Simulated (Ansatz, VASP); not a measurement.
# GaSb: VASP beside Ansatz

Wanted: the spread between two codes on one cell, functional and k mesh.

Method: plane waves, with VASP 6.6.1 beside it; single point at PBE, single point at r2SCAN and single point at PBE, spin-orbit coupling, in Ansatz 0.2.0.

The database entry behind the starting cell differs from later determinations by our own check (about 0.4 % long), so it need not match the best structure at ambient conditions.

### Step 1. Starting point

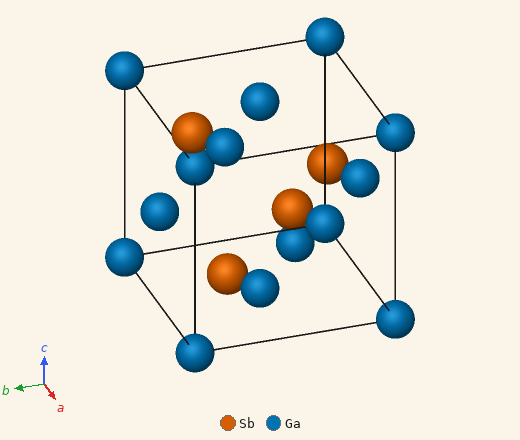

The cell as given, from a free direction (antimony orange, gallium blue). This picture shows the conventional cell, with its axes. Some periodic images of atoms are drawn too.

As a file:

```xyz
2
Lattice="0.0000 3.0590 3.0590 3.0590 0.0000 3.0590 3.0590 3.0590 0.0000" Properties=species:S:1:pos:R:3 pbc="T T T"
Sb    4.5885    4.5885    4.5885
Ga    0.0000    0.0000    0.0000
```

### Step 2. VASP: single point, PBE

With cell and atoms fixed, the geometry can't cause a difference; cores, projectors, grids and the points listed under the comparison can.

Lines of VASP's logs that name or quote its potential files are left out, and so is its time.

Input file INCAR:

```
SYSTEM = GaSb
PREC = Accurate
ENCUT = 400
EDIFF = 1E-07
NELM = 100
ISMEAR = 0
SIGMA = 0.05
LREAL = .FALSE.
ALGO = Normal
GGA = PE
NBANDS = 15
LORBIT = 11
LWAVE = .FALSE.
LCHARG = .FALSE.
KPAR = 4
```

Input file POSCAR:

```
GaSb
1.0
    0.0000000000      3.0590000000      3.0590000000
    3.0590000000      0.0000000000      3.0590000000
    3.0590000000      3.0590000000      0.0000000000
Sb Ga
1 1
Direct
    0.7500000000      0.7500000000      0.7500000000
    0.0000000000      0.0000000000      0.0000000000
```

Input file KPOINTS:

```
Automatic mesh
0
Gamma
6 6 6
0 0 0
```

PAW data sets: Sb and Ga_d (PBE family, release 64).

On the command line:

```console
> mpirun -np 4 vasp_std
```

Numbers of over 12 decimals in the logs are rounded to 6 here.

The program printed:

```text
[banner, memory and clock lines left out]
running    4 mpi-ranks, on    1 nodes
 distrk:  each k-point on    1 cores,    4 groups
 distr:  one band on    1 cores,    1 groups

 POSCAR found type information on POSCAR SbGa
 POSCAR found :  2 types and       2 ions
 LDA part: xc-table for (Slater+PW92), standard interpolation
 POSCAR, INCAR and KPOINTS ok, starting setup
 FFT: planning ... GRIDC
 FFT: planning ... GRID_SOFT
 FFT: planning ... GRID
 WAVECAR not read
 entering main loop
       N       E                     dE             d eps       ncg     rms          rms(c)
DAV:   1     0.737849935203E+02    0.73785E+02   -0.76768E+03   480   0.126E+03
DAV:   2    -0.193186472320E+01   -0.75717E+02   -0.73283E+02   543   0.273E+02
DAV:   3    -0.728355577969E+01   -0.53517E+01   -0.53416E+01   578   0.619E+01
DAV:   4    -0.737434882339E+01   -0.90793E-01   -0.90780E-01   578   0.916E+00
DAV:   5    -0.737682063949E+01   -0.24718E-02   -0.24718E-02   630   0.132E+00    0.321E+00
DAV:   6    -0.732977007344E+01    0.47051E-01   -0.67132E-02   683   0.412E+00    0.192E+00
DAV:   7    -0.731659263846E+01    0.13177E-01   -0.40908E-02   557   0.166E+00    0.365E-01
DAV:   8    -0.731763066411E+01   -0.10380E-02   -0.46182E-03   631   0.810E-01    0.834E-02
DAV:   9    -0.731813193920E+01   -0.50128E-03   -0.67774E-04   529   0.227E-01    0.326E-02
DAV:  10    -0.731817593635E+01   -0.43997E-04   -0.49015E-05   592   0.466E-02    0.929E-03
DAV:  11    -0.731819393208E+01   -0.17996E-04   -0.23621E-05   529   0.309E-02    0.605E-03
DAV:  12    -0.731819491758E+01   -0.98550E-06   -0.17273E-06   627   0.899E-03    0.954E-04
DAV:  13    -0.731819473053E+01    0.18706E-06   -0.48022E-08   436   0.225E-03    0.155E-04
DAV:  14    -0.731819477987E+01   -0.49341E-07   -0.16195E-08   429   0.123E-03
   1 F= -.73181948E+01 E0= -.73180043E+01  d E =-.381035E-03
```

From OUTCAR (step 2):

```text
ion  position               nearest neighbor table
   1  0.750  0.750  0.750-   2 2.65   2 2.65   2 2.65   2 2.65
   2  0.000  0.000  0.000-   1 2.65   1 2.65   1 2.65   1 2.65

  LATTYP: Found a face centered cubic cell.
 ALAT       =     6.1180000000

 Subroutine GETGRP returns: Found 24 space group operations
 (whereof 24 operations were pure point group operations)

The static configuration has the point symmetry T_d .

 Found     16 irreducible k-points:

   k-points           NKPTS =     16   k-points in BZ     NKDIM =     16   number of bands    NBANDS=     15

   dimension x,y,z NGX =    28 NGY =   28 NGZ =   28
   dimension x,y,z NGXF=    56 NGYF=   56 NGZF=   56

   ENCUT  =  400.0 eV  29.40 Ry    5.42 a.u.   7.05  7.05  7.05*2*pi/ulx,y,z

   NELECT =      18.0000    total number of electrons

 k-points in reciprocal lattice and weights: Automatic mesh
   0.00000000  0.00000000  0.00000000       0.005
   0.16666667  0.00000000  0.00000000       0.037
   0.33333333  0.00000000  0.00000000       0.037
   0.50000000  0.00000000  0.00000000       0.019
   0.16666667  0.16666667  0.00000000       0.028
   0.33333333  0.16666667  0.00000000       0.111
   0.50000000  0.16666667  0.00000000       0.111
  -0.33333333  0.16666667  0.00000000       0.111
  -0.16666667  0.16666667  0.00000000       0.056
[...]
-0.33333333  0.33333333  0.16666667       0.111
  -0.33333333  0.50000000  0.16666667       0.056

 average (electrostatic) potential at core
       1 -87.6378       2 -65.7008

 E-fermi :   4.9123

 k-point     1 :       0.0000    0.0000    0.0000
  band No.  band energies     occupation
    ...
      6      -6.5996      2.00000
      7       4.8788      1.65566
      8       4.8788      1.65566
      9       4.8788      1.65565
     10       4.9108      1.03303
     11       7.6468      0.00000
     12       7.6468      0.00000
     13       7.6468      0.00000
     14      10.6853      0.00000
     15      13.4657      0.00000

 k-point     2 :       0.1667    0.0000    0.0000
  band No.  band energies     occupation
    ...
      5     -10.1148      2.00000
      6      -6.3177      2.00000
      7       2.1718      2.00000
      8       4.4753      2.00000
      9       4.4753      2.00000
     10       5.8857      0.00000
     11       8.1888      0.00000
     12       8.1888      0.00000
     13       8.8287      0.00000
     14      11.9181      0.00000
    ...

 k-point     3 :       0.3333    0.0000    0.0000
  band No.  band energies     occupation
    ...
      5     -10.1149      2.00000
      6      -5.5659      2.00000
      7      -0.3007      2.00000
      8       3.9313      2.00000
      9       3.9313      2.00000
     10       5.4671      0.00000
     11       8.6371      0.00000
     12       8.6372      0.00000
     13      11.3160      0.00000
     14      11.9220      0.00000
    ...

  Total        0.8231443      0.8231443      0.8231443      0.0000000      0.0000000      0.0000000
  in kB       23.0365858     23.0365858     23.0365858      0.0000000      0.0000000      0.0000000
  external PRESSURE =      23.0365858 kB  Pullay stress =       0.0000000 kB

  energy-cutoff  :      400.00
  volume of cell :       57.25
      direct lattice vectors                 reciprocal lattice vectors
     0.000000000  3.059000000  3.059000000    -0.163452109  0.163452109  0.163452109
     3.059000000  0.000000000  3.059000000     0.163452109 -0.163452109  0.163452109
     3.059000000  3.059000000  0.000000000     0.163452109  0.163452109 -0.163452109

 POSITION                                       TOTAL-FORCE (eV/Angst)
 -----------------------------------------------------------------------------------
      4.58850      4.58850      4.58850         0.000000      0.000000      0.000000
      0.00000      0.00000      0.00000        -0.000000     -0.000000     -0.000000
 -----------------------------------------------------------------------------------
    total drift:                               -0.000004     -0.000004     -0.000004

  FREE ENERGIE OF THE ION-ELECTRON SYSTEM (eV)
  ---------------------------------------------------
  free  energy   TOTEN  =        -7.3181947799 eV

  energy  without entropy=       -7.3178137448  energy(sigma->0) =       -7.31800426

 total charge
# of ion       s       p       d       tot
------------------------------------------
    1        1.126   1.347   0.027   2.500
    2        0.905   0.769   9.963  11.637
--------------------------------------------------
tot          2.030   2.117   9.990  14.137

[... 3 further parts left out ...]
```

The run ends at a pressure of 2.30 GPa.

### Step 3. Ansatz: single point, PBE

Ansatz runs on its default PAW (the set named soft_2) files.

The same cell, functional, mesh and smearing now go to Ansatz, which takes its cutoff from its data sets.

Input file input.yaml:

```yaml
crystal:
  lattice:
    - [0.0, 3.059, 3.059]
    - [3.059, 0.0, 3.059]
    - [3.059, 3.059, 0.0]
  atoms:
    - { symbol: Sb, position: [0.75, 0.75, 0.75] }
    - { symbol: Ga, position: [0.0, 0.0, 0.0] }
hamiltonian:
  xc: pbe
  pseudopotentials: { kind: paw }
kpoints:
  mp_grid: { grid: [6, 6, 6] }
scf:
  occupations: { method: gaussian, width: 0.05 }
  n_extra_bands: 4
output:
  forces: true
  stress: true
  eigenvalues: true
  write_density: true
  write_potential: true
  elf: true
  volumetric_format: npy
```

On the command line:

```console
> ansatz run input.yaml --threads 2 --pin off --max-ram 4608MiB --backend cpu --events-out ev --progress --plain --runs-dir out
```

The program printed:

```text
scf.n_extra_bands = 4 over 14 filled bands (N_el = 28.0): the run solves 18 bands
Engine: ansatz 0.2.0, aarch64-unknown-linux-gnu
Pseudopotentials: kind: paw
Pseudopotential: Sb, paw, valence charge 15, recommended cutoff 420 eV (normal), Sb.paw.azcp
Pseudopotential: Ga, paw, valence charge 13, recommended cutoff 420 eV (normal), Ga.paw.azcp
Functional definition: PBE
  parameter kappa = 0.804
  parameter beta = 0.066725
  exchange = pbe_x(kappa = kappa, mu = beta*pi^2/3)
  correlation = pbe_c(beta = beta)
Crystal: 2 atoms, lattice volume = 57.249 Å³
Basis set: ecut = 420 eV, 1139 PW (Γ), exchange–correlation on 60×60×60 points (8 copies of the dense FFT grid, shifted against one another)
Bands: 18, of which v1, the nominal top of the filled ones, is band 14 counted from 1 (13 counted from 0)
Symmetry: 24 space group operations
Space group: F-43m (ITA 216), of the structure as read, at distance tolerance 3.9e-5 Å
k-points: 16 of 216 (time reversal used)
Non-local potential: Sb, projectors of the file, l = 0: 2, l = 1: 2, l = 2: 2, l = 3: 2
Non-local potential: Ga, projectors of the file, l = 0: 2, l = 1: 2, l = 2: 3, l = 3: 1
PAW form: soft (Blöchl's): semilocal exchange-correlation on the pseudo side does not see the compensation charge
PAW one-centre angular grid: Sb, 590 points (default); XC on 64 Gauss nodes
PAW one-centre angular grid: Ga, 590 points (default); XC on 64 Gauss nodes
Initial density: superposition of atomic densities (neutral atoms: chi_scale 0, normalization atom), corrected by the library's trained network
Initial wavefunctions: pseudopotential atomic-orbital guess
Functional: x = pbe(κ = 0.804, μ = 0.219515), c = pbe(β = 0.066725)
SCF iter   1: F=—  HF=-10267.790978 eV  |F-HF|=—  |Δ(HF+E_count)|=         —  Δρ=1.20e-3  dr2=9.99e-4  ethr=1.77e-3  ⟨swp⟩=6.1  Hψ=1478  notcnv=0
preconditioner: auto → none  [insulator: Δε(μ)=0.371 eV  Ē_g=14.579 eV  σ=0.050 eV  W_gap=0.54  n_scr=14 (ndim 8)  ℏωp=20.8 eV  f_vac=0.091  D(μ)=0.31/eV (n_scr^D=0)  ε∞_Penn≈3.0]
SCF iter   2: F=—  HF=-10267.789695 eV  |F-HF|=—  |Δ(HF+E_count)|=   1.28e-3  Δρ=5.24e-4  dr2=1.78e-4  ethr=3.57e-6  ⟨swp⟩=2.8  Hψ=696  notcnv=0
SCF iter   3: F=—  HF=-10267.789675 eV  |F-HF|=—  |Δ(HF+E_count)|=   1.99e-5  Δρ=2.27e-4  dr2=2.87e-5  ethr=6.34e-7  ⟨swp⟩=2.0  Hψ=433  notcnv=0
SCF iter   4: F=—  HF=-10267.789701 eV  |F-HF|=—  |Δ(HF+E_count)|=   2.62e-5  Δρ=1.18e-4  dr2=7.11e-6  ethr=1.02e-7  ⟨swp⟩=2.0  Hψ=351  notcnv=0
SCF iter   5: F=—  HF=-10267.789709 eV  |F-HF|=—  |Δ(HF+E_count)|=   8.05e-6  Δρ=3.72e-5  dr2=8.60e-7  ethr=2.54e-8  ⟨swp⟩=2.1  Hψ=438  notcnv=0
SCF iter   6: F=-10267.789710 eV  HF=-10267.789710 eV  |F-HF|=1.32e-8  |Δ(HF+E_count)|=   5.18e-7  Δρ=9.64e-6  dr2=3.29e-8  ethr=3.57e-10  ⟨swp⟩=7.0  Hψ=1882  notcnv=0
SCF 1 converged in 6 iterations: F = -10267.789710 eV  dr2 = 3.29e-8
  greatest PAW one-centre occupation: 0.995 electrons in one spin orbital (limit 2), on the Sb atom at site 0 (counted from 0), in its partial waves of l = 2
SCF converged after 6 iterations
Free energy (F): -10267.789710 eV
Harris-Foulkes:  -10267.789710 eV  (|F-HF|=1.32e-8)
Internal energy: -10267.789330 eV  (E = F + TS)
E sigma→0 (E₀):  -10267.789520 eV
Entropy (-TS):   -0.000380 eV (-0.190 meV/atom)
Fermi energy:    7.749402 eV
--- Per-component energies (eV) ---
  E_band       = -260.715561
  E_kinetic    = 323.235198
  E_local      = -3914.075399  (includes V_loc(G=0)·N_el)
  E_nonlocal   = 787.274768
  E_hartree    = 1802.014527
  E_xc         = -207.409651
  E_vxc        = -154.093069  (∫ρ·V_xc dr)
  E_paw        = -6564.909539  (= ΣΔE_a)
  E_vpaw       = -907.075880  (= ΣTr[D̂ρ^β])
  E_aug_tail   = -0.000096  (compensation charges beyond the density's cutoff)
  E_ewald      = -2493.919138
  E_smearing   = -0.000380  (= −TS)
  E_closure    = -0.000000  (closes the sum)
  Σ components = -10267.789710   (vs F -10267.789710, Δ=0.00e0)
--- Forces (eV/Å), atoms counted from 1 ---
  atom   1  Sb     0.00000000    -0.00000000     0.00000000
  atom   2  Ga    -0.00000000     0.00000000     0.00000000
  max |Σ_I F_I| component: 3.70e-17 eV/Å
--- Stress (GPa, compression-positive) ---
        2.366224       0.000000      -0.000000
       -0.000000       2.366224       0.000000
       -0.000000       0.000000       2.366224
  P = ⅓ Tr σ = 2.3662 GPa (23.662 kbar)
--- Band table (eV; the first three rows and the last of 16) ---
  k-point 0: bands = [... 10 lower, -3.7616, 7.7158, 7.7158, 7.7158, 7.7482, 10.4991, 10.4991, 10.4991]
  k-point 1: bands = [... 10 lower, -3.4796, 5.0134, 7.3141, 7.3141, 8.7287, 11.0415, 11.0415, 11.6744]
  k-point 2: bands = [... 10 lower, -2.7278, 2.5454, 6.7716, 6.7716, 8.3115, 11.4925, 11.4925, 14.1663]
  k-point 15: bands = [... 10 lower, -1.2786, 1.0119, 4.5382, 4.7122, 10.2837, 10.5557, 13.8058, 13.8508]
```

Wall time 2.5 s (2 threads of Arm Neoverse N1, shared host); peak memory 0.32 GiB.

The run ends at a pressure of 2.37 GPa.

### Step 4. Differences

Known differences besides the PAW data sets themselves: the data sets hold 28 valence electrons in Ansatz (default PAW (the set named soft_2) files) and 18 in VASP; the cutoff is 420 eV in Ansatz and 400 eV in VASP; VASP leaves aspherical gradient terms in its spheres out (LASPH is not set), Ansatz keeps them. Total energies have different zeros and are not compared.

Compared:

```tsv
quantity	Ansatz	VASP	difference
pressure (GPa)	2.37	2.30	+0.06
```

Ansatz's pressure holds a Pulay correction of 0.04 GPa; VASP's holds none.

### Step 5. Ansatz: single point, r2SCAN

A single point gives forces, pressure and levels at one fixed geometry, so differences don't come from the geometry; what else differs is listed under the comparison.

input.yaml, the sections that differ from step 3:

```yaml
hamiltonian:
  xc: r2scan
  pseudopotentials: { kind: paw }
kpoints:
  mp_grid: { grid: [10, 10, 10] }
output:
  forces: true
  stress: true
  eigenvalues: true
# crystal, scf: as in step 3
```

The program printed:

```text
[...]
Crystal: 2 atoms, lattice volume = 57.249 Å³
Basis set: ecut = 500 eV, 1459 PW (Γ), exchange–correlation on 128×128×128 points (64 copies of the dense FFT grid, shifted against one another)
Bands: 18, of which v1, the nominal top of the filled ones, is band 14 counted from 1 (13 counted from 0)
Symmetry: 24 space group operations
[...]
--- Band table (eV; the first three rows and the last of 47) ---
  k-point 0: bands = [... 10 lower, -4.4062, 7.5195, 7.5195, 7.5195, 7.9850, 10.5125, 10.5125, 10.5125]
  k-point 1: bands = [... 10 lower, -4.2975, 6.0093, 7.3408, 7.3408, 8.8042, 10.7597, 10.7597, 10.9730]
  k-point 2: bands = [... 10 lower, -3.9813, 4.2501, 6.9710, 6.9710, 8.7636, 11.2391, 11.2391, 12.3621]
  k-point 46: bands = [... 10 lower, -1.7602, 0.6192, 4.1099, 4.3204, 10.9361, 11.2433, 13.3243, 13.3440]
[key lines of the parts left out:]
SCF converged after 6 iterations
Free energy (F): -10289.864247 eV
Fermi energy:    7.755127 eV
P = ⅓ Tr σ = 0.3796 GPa (3.796 kbar)
```

It took 11 s on 2 threads; peak memory 0.51 GiB; 21 s of CPU time.

The run ends at a pressure of 0.38 GPa.

### Step 6. VASP: single point, r2SCAN

The same cell, functional, mesh and smearing now go to VASP, with its own data sets and cutoff.

Input file INCAR:

```
SYSTEM = GaSb
PREC = Accurate
ENCUT = 400
EDIFF = 1E-07
NELM = 100
ISMEAR = 0
SIGMA = 0.05
LREAL = .FALSE.
ALGO = Normal
METAGGA = R2SCAN
LASPH = .TRUE.
NBANDS = 36
LWAVE = .FALSE.
LCHARG = .FALSE.
KPAR = 4
LOPTICS = .TRUE.
NEDOS = 2000
CSHIFT = 0.1
```

POSCAR is that of step 2.

Input file KPOINTS:

```
Automatic mesh
0
Gamma
10 10 10
0 0 0
```

On the command line:

```console
> mpirun -np 4 vasp_std
```

The program printed:

```text
[banner, memory and clock lines left out]
running    4 mpi-ranks, on    1 nodes
[...]
|                                                                             |
|               ----> ADVICE to this user running VASP <----                  |
|                                                                             |
|     You enforced a specific xc type in the INCAR file but a different       |
|     [... a line on the potential file left out ...]
|     I HOPE YOU KNOW WHAT YOU ARE DOING!                                     |
|                                                                             |

 LDA part: xc-table for (None), standard interpolation
 POSCAR, INCAR and KPOINTS ok, starting setup
[...]
entering main loop
       N       E                     dE             d eps       ncg     rms          rms(c)
DAV:   1     0.959675527789E+02    0.95968E+02   -0.57914E+03  4128   0.540E+02
DAV:   2    -0.237888682000E+02   -0.11976E+03   -0.10473E+03  3560   0.225E+02
DAV:   3    -0.390455944079E+02   -0.15257E+02   -0.15039E+02  4092   0.466E+01
DAV:   4    -0.394314011032E+02   -0.38581E+00   -0.38553E+00  3944   0.797E+00
[...]
DAV:  14    -0.376024829500E+02   -0.42972E-06   -0.17211E-07  3988   0.229E-03    0.721E-04
DAV:  15    -0.376024833597E+02   -0.40977E-06   -0.14343E-08  2384   0.799E-04    0.151E-04
DAV:  16    -0.376024833700E+02   -0.10249E-07   -0.22838E-09  2168   0.428E-04
   1 F= -.37602483E+02 E0= -.37602483E+02  d E =-.497046E-12
 optical routines
 imaginary and real dielectric function
 direction            1
 direction            2
 direction            3
```

Parts of OUTCAR (step 6):

```text
  Total        0.1068585      0.1068585      0.1068585     -0.0000000      0.0000000      0.0000000
  in kB        2.9905515      2.9905515      2.9905515     -0.0000000      0.0000000      0.0000000
  external PRESSURE =       2.9905515 kB  Pullay stress =       0.0000000 kB

 POSITION                                       TOTAL-FORCE (eV/Angst)
 -----------------------------------------------------------------------------------
      4.58850      4.58850      4.58850        -0.000000      0.000000     -0.000000
      0.00000      0.00000      0.00000         0.000000     -0.000000      0.000000
 -----------------------------------------------------------------------------------
    total drift:                                0.000020      0.000020      0.000019

  FREE ENERGIE OF THE ION-ELECTRON SYSTEM (eV)
  ---------------------------------------------------
  free  energy   TOTEN  =       -37.6024833700 eV

  energy  without entropy=      -37.6024833700  energy(sigma->0) =      -37.60248337

[... 1 part as in an earlier step ...]

[... 2 further parts left out ...]
[key lines of the parts left out:]
E-fermi :   4.9027
```

(Continued in part 2 of 2.)

[Lines on the potential files, build, host, timing and source positions are cut from VASP's logs without a mark.]

[Logs are printed without paths, hosts, clocks, repeated set-up lines and the standing remarks that a program may print on its own settings, such as how far it seeks lower states.]

[Hosts, paths, dates, database ids (printed as entryN), source tags and the programs' standing remarks are cut or masked in the printed files.]
